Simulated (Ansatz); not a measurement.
# Calculations on BNH3F2

### Relaxation

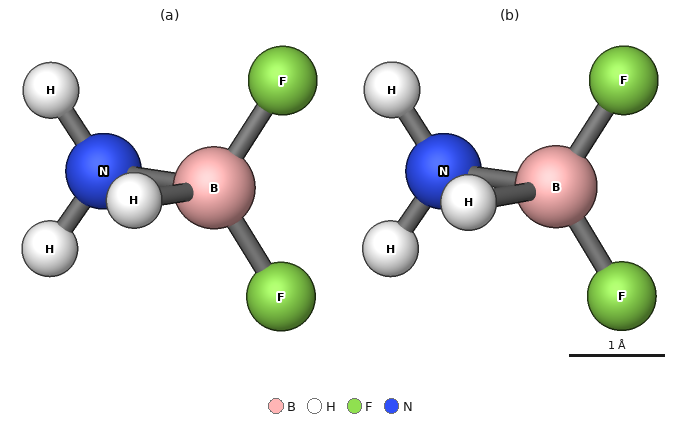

The structure of BNH$_{3}$F$_{2}$ (multiplicity 2) before (left) and after (right) a relaxation, at one scale.

A ball-and-stick model, seen at a tilt.

The run prepares an end point of a later path (reaction) calculation, from a guessed geometry.

All numbers below come from Ansatz 0.2.0, UKS PBE0-D4/def2-SVP.

Input
```yaml
crystal:
  periodic: [false, false, false]
  atoms:
    - { symbol: B, position_ang: [-0.021939, 0.098014, 0.461794] }
    - { symbol: H, position_ang: [-0.031285, -1.120481, 0.24274] }
    - { symbol: F, position_ang: [1.062828, 0.696255, -0.094778] }
    - { symbol: "N", position_ang: [-1.268803, 0.175475, -0.389173] }
    - { symbol: H, position_ang: [-2.133633, -0.218715, -0.023375] }
    - { symbol: H, position_ang: [-1.176867, 0.041575, -1.394152] }
    - { symbol: F, position_ang: [-0.232101, 0.327876, 1.781945] }
magnetization:
  spin_polarized: true
  initial_magnetization: 1
basis:
  gaussian: { orbitals: def2-SVP }
hamiltonian:
  xc: pbe0
  dispersion: d4
relax:
  f_tol: 0.03
  max_steps: 50
```

Launched with:
```bash
ansatz run input.yaml --threads 2 --pin off --max-ram 3072MiB --backend cpu --events-out ev --progress --plain --runs-dir out
```

### Summarise the run.

Over 5 accepted moves (6 points after the start) the energy falls by 2.08 kcal/mol. Largest force component: 1.5 eV/Å at the start, 0.016 eV/Å at the end. The line search rejected the trial step at point 5 of the run. H2 moves most after the best rigid fit: 0.087 Å. Largest moves by element: H 0.087 Å, B 0.061 Å, F 0.019 Å, N 0.010 Å. Near-neighbour distances that change, for instance: B1–H2 1.238 → 1.380 Å, B1–N4 1.512 → 1.486 Å, B1–F3 1.358 → 1.350 Å. Among the angles between lasting bonds that change: H2–B1–F3 111.5° → 108.3°, F3–B1–N4 113.9° → 116.1°.

### Relaxation

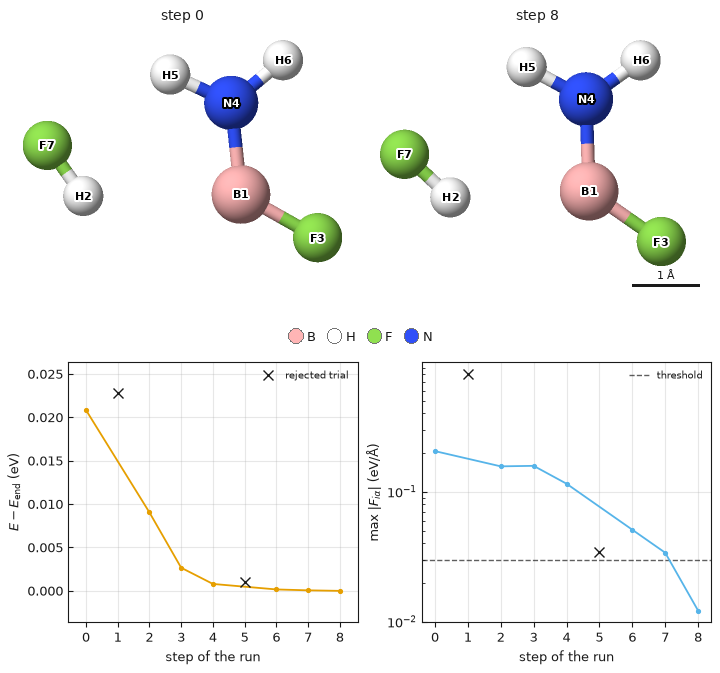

First and last geometry of a relaxation of BNH$_{3}$F$_{2}$ (multiplicity 2), with the history of the run. The picture is a ball-and-stick view, seen face on.

The run prepares an end point of a later path (reaction) calculation, from a guessed geometry.

The calculation used UKS PBE0-D4/def2-SVP in Ansatz 0.2.0. (collinear spin; force threshold 0.03 eV/Å; at most 50 steps)

### What do the curves and the structures tell?

It converged. The atom that moves furthest after the best rigid fit is H2 (0.19 Å). By element the largest moves are H 0.19 Å, F 0.18 Å, B 0.12 Å, N 0.05 Å. Among the contacts that change: H2–F7 0.928 → 0.940 Å. The energy falls by 0.021 eV in 6 accepted moves (8 points after the start). Largest force component: 0.21 eV/Å at the start, 0.012 eV/Å at the end. The line search rejected the trial steps at points 1, 5 of the run.

```csv
step,"E − E(0), eV","largest force component, eV/Å",note
0,0.0000,0.2053,
1,0.0019,0.8105,rejected
2,-0.0118,0.1567,
3,-0.0182,0.1582,
4,-0.0201,0.1153,
5,-0.0198,0.0343,rejected
6,-0.0207,0.0510,
7,-0.0208,0.0339,
8,-0.0209,0.0122,
```

### Path

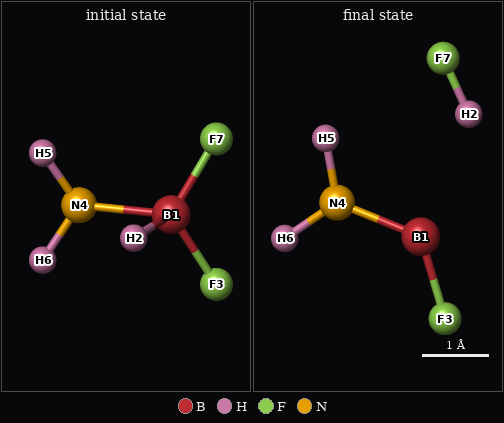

The two relaxed end points of a path for BNH3F2 (multiplicity 2). Style: ball-and-stick. Shown at a tilt.

Computed with Ansatz 0.2.0, UKS PBE0-D4/def2-SVP.

Set-up: 7 movable images; climbing image; force threshold 0.05 eV/Å; iteration limit 60.

Start:
```xyz
7

B    -0.0427    0.1550    0.4607
H    -0.0241   -1.2033    0.2166
F     1.0657    0.6994   -0.0859
N    -1.2637    0.1674   -0.3855
H    -2.1300   -0.2125   -0.0139
H    -1.1731    0.0478   -1.3908
F    -0.2338    0.3462    1.7838
```

End:
```xyz
7

B     0.2563    0.2823   -0.2193
H    -0.1384   -0.5244    1.6756
F     1.2261    0.7701   -0.9686
N    -1.0665    0.1449   -0.5847
H    -1.7335   -0.2443    0.0712
H    -1.4330    0.4149   -1.4922
F    -0.9129   -0.8435    2.1029
```

What barrier does the band find between them, and by what path?

The energy climbs by 1.76 eV to image 4 and then falls by 0.47 eV, so the end point sits at +1.29 eV. Image 1 lies below both ends, at −0.02 eV, which points to an intermediate minimum that so few images don't resolve. Breaking: B1–F7 (1.35 → 1.96 at the top → 2.83 Å), B1–H2 (1.38 → 1.39 at the top → 2.10 Å). Forming: H2–F7 (2.21 → 1.19 at the top → 0.94 Å). The band is converged. At the top, the vibrational analysis gives one imaginary mode (733i cm⁻¹), as a transition state must have.

Energies of the converged images:

```tsv
image	path (Å)	E (eV)
0	0.00	0.000
1	0.79	-0.016
2	1.58	-0.011
3	2.37	0.527
4	3.16	1.757
5	3.71	1.441
6	4.26	1.355
7	4.82	1.319
8	5.37	1.291
```

The geometry at the top of the path:

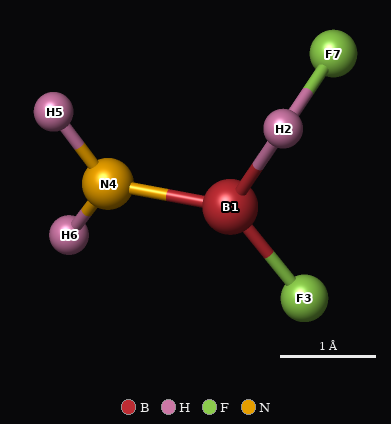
